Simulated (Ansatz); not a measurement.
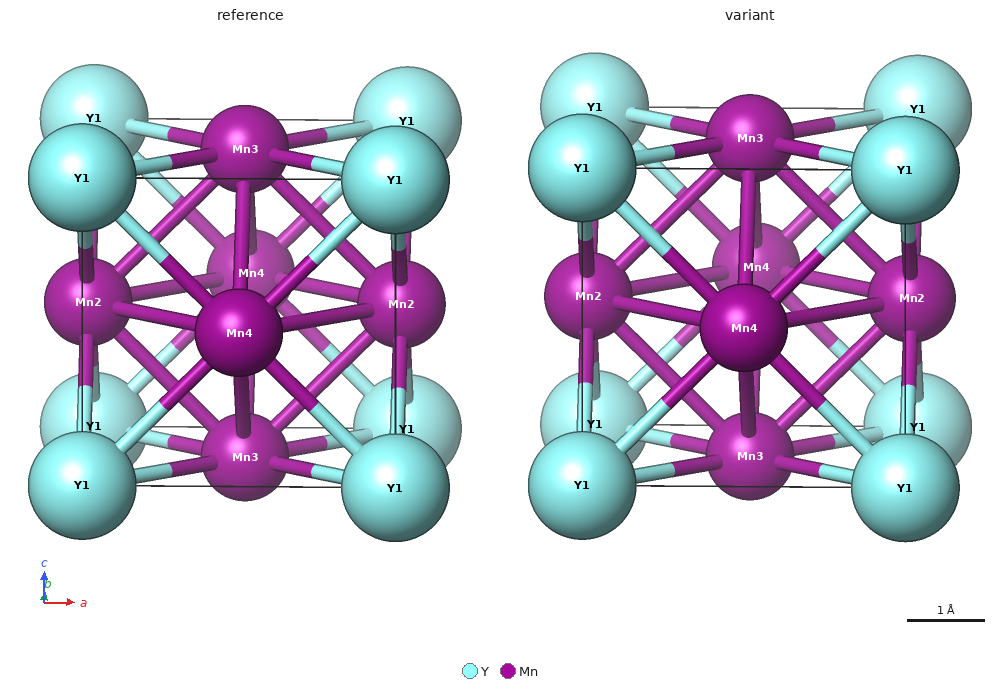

Left: a crystal of YMn₃ (built on the AuCu3 type). Right: the same structure after one change, at the same scale. The picture is a ball-and-stick view of the cell of the calculation, seen from a free direction.

These are results of Ansatz 0.2.0, DFT PBE, scalar-relativistic, plane waves, PAW, not measurements. Settings: plane-wave cutoff 420 eV; k-point mesh 8 × 8 × 8; occupations gaussian; smearing width 0.05 eV; collinear spin.

What was changed?

All lengths are scaled by +3.2 % (volume +9.8 %), the atoms keeping their fractional coordinates. No relaxation follows.

What does the change do?

Near-neighbour distances before and after: Mn–Y 2.906 → 2.998 Å, Mn–Mn 2.906 → 2.998 Å. The space group stays Pm-3m (No. 221). Energy change: +39.0 meV per atom. Pressure: −0.1 GPa before, −6.6 GPa after. All forces vanish by symmetry. The absolute magnetisation per cell goes from 10.44 to 10.80 μB (net moment 9.86 and 9.87 μB).
